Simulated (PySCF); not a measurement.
The calculation's input:

```
{"job": {"kind": "nmr", "xc": "PBE0", "basis": "pcSseg-1"}, "charge": 0, "multiplicity": 1}
C     -2.547278    -0.233020     0.522987
N     -1.219871    -0.188266    -0.022041
C     -0.731934     1.011185    -0.685297
C      0.794081     0.819743    -0.784499
C      1.054270    -0.378713     0.106921
C      2.343801    -0.908389     0.443169
N      3.486164    -0.482578     0.095660
C     -0.150594    -0.850669     0.494018
F     -0.387343    -1.906348     1.272730
H     -2.714480    -1.206542     0.979155
H     -3.270748    -0.087221    -0.280034
H     -2.700195     0.545868     1.280105
H     -0.990172     1.897253    -0.089991
H     -1.206314     1.108642    -1.665044
H      1.099908     0.606465    -1.811755
H      1.337802     1.703930    -0.447430
H      2.335563    -1.783934     1.087726
H      3.458580     0.338912    -0.508037
```

Launched as:

```sh
OMP_NUM_THREADS=1 python probes_run.py task.json out
```

Geometry: GFN2-xTB.

Method: PBE0/pcSseg-1, SCF density, gas phase, non-relativistic in PySCF 2.14.0.

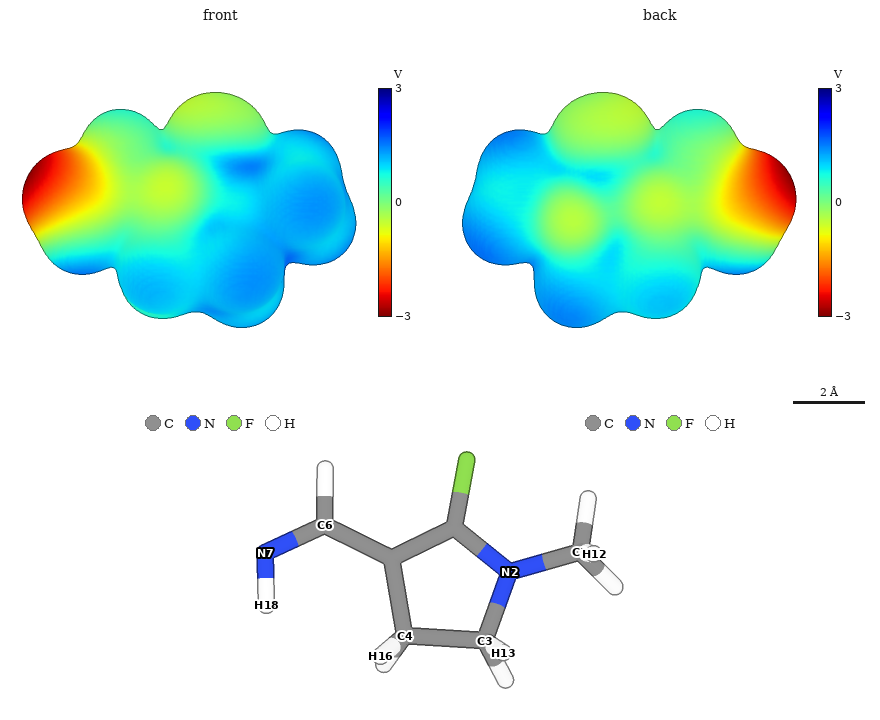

C6H9FN2 (SMILES [H]/N=C\C1=C(F)N(C)CC1). The electrostatic potential painted on the density surface at 0.004 e/bohr³, seen from the front and from behind; red is negative and blue positive. The bare structure is drawn below in the same view.

> Where is the surface potential most negative and most positive?

The most negative region (about −2.8 V) lies over N7, the most positive (about +1.5 V) over C1, C3, H11 and H18. N7 is the likeliest acceptor of a hydrogen bond.
